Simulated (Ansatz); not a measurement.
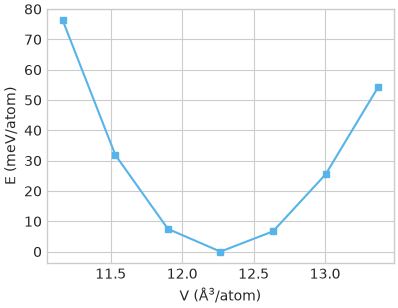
*TaSiO in space group P4/nmm (No. 129; Ta on 2c, Si on 2a, O on 2c) under volume change, r²SCAN in the plane-wave PAW code Ansatz, shape and atoms relaxed at each volume.*

Question: What does a third-order Birch–Murnaghan fit give for V₀, B₀ and B′?

Answer: V₀ = 12.27 Å³/atom, B₀ = 206 GPa, B′ = 4.7.

The start of the workflow was typed in or built on a structure type; neither database checked (COD, Materials Project) lists it. Its standing as an ambient phase is unchecked. The r²SCAN relaxation kept the symmetry of its start; its stability against distortions is not shown here. The run is not spin-polarised. Spin–orbit coupling is left out wherever it is not named.

Potentials: the earlier of the program's two PAW sets. The files were generated under PBE; for other functionals the program regenerates the frozen cores, and for LDA and PBEsol the local potential too.
